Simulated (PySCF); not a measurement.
C5H6, SMILES `C1C23CC13C2`.

Computed with PySCF, CAM-B3LYP/def2-SVPD, geometry: GFN2-xTB. No frequency check shows the geometry to be a minimum.

Cartesian coordinates (Å):

```
C1      -0.3315    1.2366    0.0000
C2       0.0001   -0.0002    0.8003
C3      -0.9054   -0.9052   -0.0000
C4       0.0001    0.0001   -0.8003
C5       1.2367   -0.3312    0.0000
H6       0.3889    2.0454    0.0001
H7      -1.3595    1.5770    0.0001
H8      -1.9658   -0.6860   -0.0001
H9      -0.6860   -1.9659   -0.0001
H10      2.0455    0.3888    0.0001
H11      1.5770   -1.3595   -0.0001
```

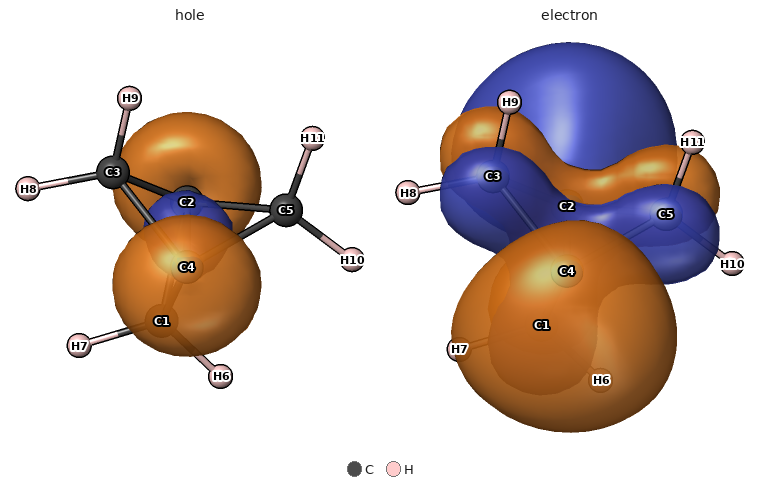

Leading natural transition orbital pair of S₂ (TDA singlet states); the surfaces enclose about 70 % of each orbital's density.

Question: Give its energy and the atoms that hole and electron lie on.

Answer: 7.96 eV (156 nm), f = 0.508 (bright), partly diffuse acceptor orbital; the leading pair carries 90 %; hole on C2 and C4 (39 % each) and C1, C3 and C5 (6 % each), electron on C2 and C4 (31 % each) and C1, C3 and C5 (10 % each) (atom shares of so diffuse an orbital are rough); their centroids lie 0.0 Å apart. In canonical orbitals it is mainly HOMO → LUMO (76 %). The HOMO–LUMO gap is 10.03 eV.

The PySCF run took 6.9 min on 1 thread of Arm Neoverse V1, on a shared host, peak memory 0.76 GiB.
